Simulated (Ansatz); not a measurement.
**CCSD/STO-3G run of SiCl2 (SMILES Cl[Si]Cl)**

What is the energy change on altering one bond length of SiCl2 at CCSD/STO-3G? 

Program for the calculation: Ansatz 0.2.0.

39 further runs of the same task are left out: 4 that didn't finish, 35 set aside as unsound or not needed.

## 1. Starting point

The species is SiCl2 (3 atoms), meant as a singlet with charge 0. As SMILES, `Cl[Si]Cl`. The shape is that of a GFN2-xTB optimisation.

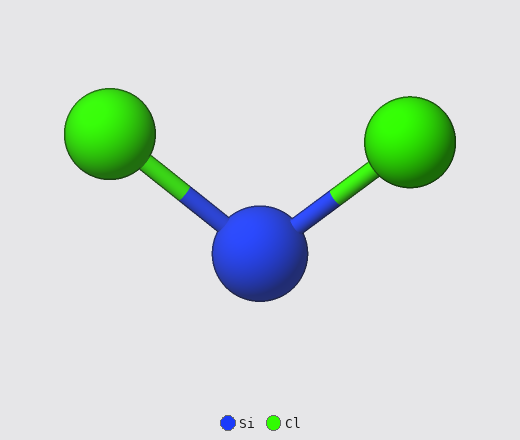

Viewed from a chosen angle; silicon blue, chlorine green.

## 2. The energy at CCSD/STO-3G

Contents of in.yaml:

```yaml
basis:
  gaussian:
    orbitals: STO-3G
crystal:
  periodic: [false, false, false]
  atoms:
    - {symbol: Si, position_ang: [0.005140, -0.006950, -0.869340]}
    - {symbol: Cl, position_ang: [1.581630, -0.018940, 0.444080]}
    - {symbol: Cl, position_ang: [-1.586770, 0.025890, 0.425270]}
correlation:
  method: ccsd
  frozen_orbitals: {Cl: 5, Si: 5}
accuracy: high
scf:
  omitted_lower_state_checks: [cluster_reference, increment]
```

On the command line:

```console
$ ansatz run in.yaml --threads 1 --pin off --max-ram 2610MiB --events-out events.jsonl --progress --plain --runs-dir runs
```

The log of the run, cut to the lines that bear on the results:

```text
Warning: RAYON_NUM_THREADS=1 ignored (pool sized by the plan → 1); use --threads N
Functional definition: HF
  name "HF"
[...]
487 factors; integrals over basis functions are off by at most 1.5e-8 eV
[...]
mean field -32513.31441033 eV, -1194.8422662637 hartree, gradient 5.6e-9 eV, S^2 0.000000; 0 other end points of the search recorded, 0 dependent functions left out
15 core orbitals not correlated: weight in the atoms' cores, before any rotation towards them, 1.000 or more for the frozen orbitals, at most 0.000 for the correlated occupied ones
reference -32513.31441033 eV, -1194.8422662637 hartree; 9, 9 occupied and 3, 3 virtual orbitals, 487 factors
second order -1.02661237 eV of doubles, -0.00000000 eV of singles
cycle   1  -1.20574053 eV  change   -1.8e-1 eV  update   6.5e-2
[...]
cycle  18  -1.35807165 eV  change   1.0e-10 eV  update  7.0e-10
Total energy: -32514.67248199 eV, -1194.8921744764 hartree
Checks for a lower state left out: cluster_reference, increment
```

Wall time 0.32 s (1 thread of Arm Neoverse V1, shared host).

## 3. The distorted shape, same level

Contents of in.yaml:

```yaml
crystal:
  periodic: [false, false, false]
  atoms:
    - {symbol: Si, position_ang: [0.403139, -0.015160, -1.193010]}
    - {symbol: Cl, position_ang: [1.979629, -0.027150, 0.120410]}
    - {symbol: Cl, position_ang: [-1.586770, 0.025890, 0.425270]}
basis:
  gaussian: {orbitals: STO-3G}
scf: {omitted_lower_state_checks: [cluster_reference, increment]}
accuracy: high
correlation: {method: ccsd, frozen_orbitals: {Cl: 5, Si: 5}}
```

On the command line:

```console
$ ansatz run in.yaml --threads 1 --pin off --max-ram 2610MiB --events-out events.jsonl --progress --plain --runs-dir runs
```

The log of the run, cut to the lines that bear on the results:

```text
Warning: RAYON_NUM_THREADS=1 ignored (pool sized by the plan → 1); use --threads N
[... 2 set-up lines as earlier in the session ...]
[...]
473 factors; integrals over basis functions are off by at most 8.2e-9 eV
[...]
mean field -32512.06471352 eV, -1194.7963407528 hartree, gradient 2.1e-8 eV, S^2 0.000000; 1 other end points of the search recorded, 0 dependent functions left out
15 core orbitals not correlated: weight in the atoms' cores, before any rotation towards them, 1.000 or more for the frozen orbitals, at most 0.000 for the correlated occupied ones
reference -32512.06471352 eV, -1194.7963407528 hartree; 9, 9 occupied and 3, 3 virtual orbitals, 473 factors
second order -1.19249324 eV of doubles, -0.00000000 eV of singles
cycle   1  -1.38898309 eV  change   -2.0e-1 eV  update   8.5e-2
[...]
cycle  21  -1.59438733 eV  change  -3.1e-10 eV  update  9.8e-10
Total energy: -32513.65910084 eV, -1194.8549334064 hartree
Checks for a lower state left out: cluster_reference, increment
```

Wall time 0.34 s (1 thread of Arm Neoverse V1, shared host).

## 4. Summary of results

Level: CCSD/STO-3G, 15 core orbitals frozen.

| quantity | value |
| --- | --- |
| first shape: total energy | -1194.89217 Eh |
| first shape: correlation energy (15 core orbitals frozen) | -49.9 mEh |
| first shape: T1 diagnostic | 0.011 |
| distorted shape: total energy | -1194.85493 Eh |
| distorted shape: correlation energy (15 core orbitals frozen) | -58.6 mEh |
| distorted shape: T1 diagnostic | 0.016 |
| energy change with the Si1–Cl3 bond stretched from 2.052 to 2.565 Å | 1.013 eV |

**Reading.** With the Si1–Cl3 bond stretched from 2.052 to 2.565 Å the energy rises by 1.01 eV (98 kJ/mol). The first shape isn't relaxed at this level, so the change isn't measured from a minimum. The minimal basis adds a large error of its own.
